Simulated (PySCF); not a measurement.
Molecule: B(OEt)(NH2)2, SMILES CCOB(N)N (C2H9BN2O). Atoms near the plane z = 0.0 Å, at the GFN2-xTB optimised geometry (x, y, z in Å): B1 (-1.2, 0.0, 0.0), O2 (0.2, 0.0, 0.0), C3 (0.9, 1.2, 0.0), C4 (2.4, 0.8, 0.0), H5 (0.7, 1.8, -0.9), H6 (0.7, 1.8, 0.9), H7 (2.6, 0.2, -0.9), H8 (3.0, 1.7, 0.0), H9 (2.6, 0.3, 0.9), N10 (-1.8, -1.3, 0.0), H11 (-1.3, -2.1, 0.0), H12 (-2.8, -1.4, 0.0), N13 (-2.0, 1.2, 0.0), H14 (-3.0, 1.2, 0.0), H15 (-1.6, 2.1, 0.0).

Calculation: CAM-B3LYP/def2-TZVP in PySCF. Cells within 0.4 Å of a nucleus heavier than hydrogen are left out (blank, or x). The values are rescaled to run from 0 to 1.

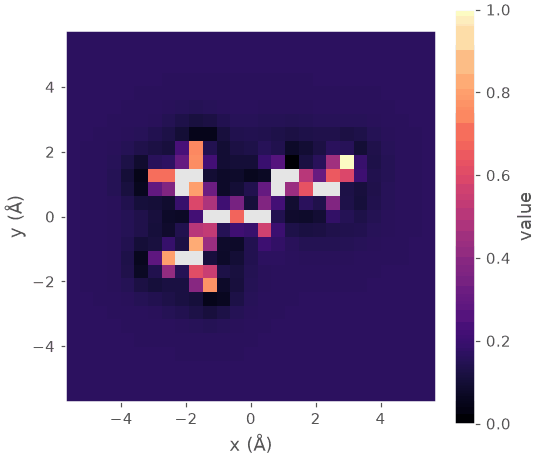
a field on the plane z = 0.0 Å.

Q: Which quantity is mapped?
A. log10 of the electron density
B. electrostatic potential
C. deformation density (molecule minus spherical neutral atoms)
D. electron localisation function

A: C, deformation density (molecule minus spherical neutral atoms). In full: deformation density (molecule minus spherical neutral atoms) (e/bohr³).
